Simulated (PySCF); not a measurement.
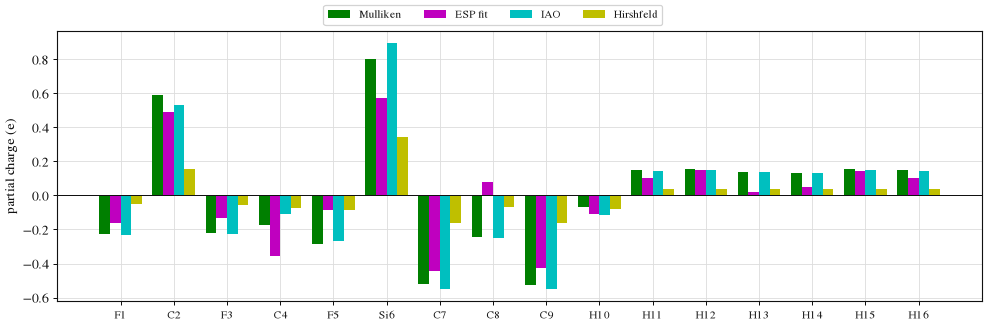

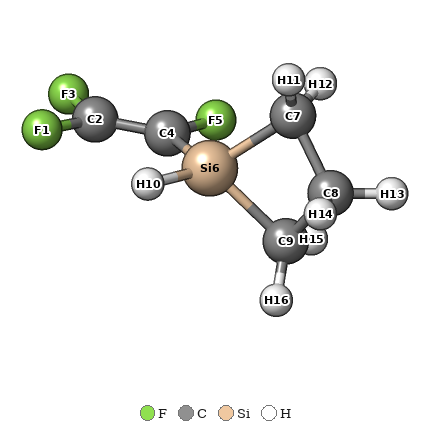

Atomic charges of C₅H₇F₃Si, SMILES FC(F)=C(F)[SiH]1CCC1 by 4 schemes, PBE0/pcSseg-1, PySCF, at a PBE0-D3(BJ)/def2-SVP geometry (no frequency check).

**Which atom is the most negative in each scheme?**

Mulliken: C9 (−0.52 e) and C7 (−0.52 e); ESP fit: C7 (−0.45 e) and C9 (−0.43 e); IAO: C7 (−0.55 e) and C9 (−0.55 e); Hirshfeld: C7 (−0.16 e) and C9 (−0.16 e).

**On which atom do the schemes disagree most?**

On Si6: Mulliken 0.80, ESP fit 0.57, IAO 0.90, Hirshfeld 0.34 e.

Known limits of this run: one conformer of a flexible molecule.
